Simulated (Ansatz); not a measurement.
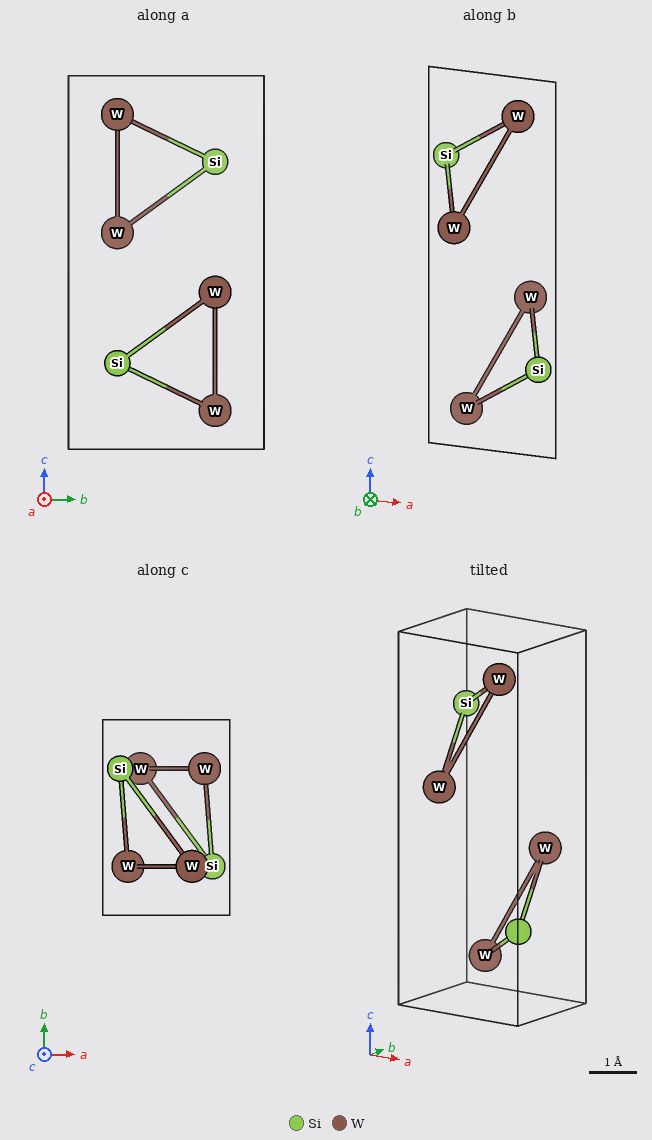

Ball-and-stick drawing of the structure, looking along the a axis, along the b axis, along the c axis and slightly off an axis. The conventional unit cell is drawn as a box.

Lattice parameters: a = 2.749 Å, b = 4.190 Å, c = 8.065 Å, α = 90.00°, β = 97.18°, γ = 90.00°.

### From the views, write a table of Wyckoff sites, with free fractional coordinates to two decimals.

Space group P2_1/m (No. 11).
```tsv
atom	site	x	y	z
Si	2e	0.14	0.75	0.77
W	2e	0.20	0.25	0.58
W	2e	0.30	0.75	0.10
```

The model was built from a structure type filled with these elements by a generator (whether the compound takes this form wasn't checked). Earlier steps of the study may have refined or changed the cell and positions. Ansatz was used for an electronic-structure calculation on it.
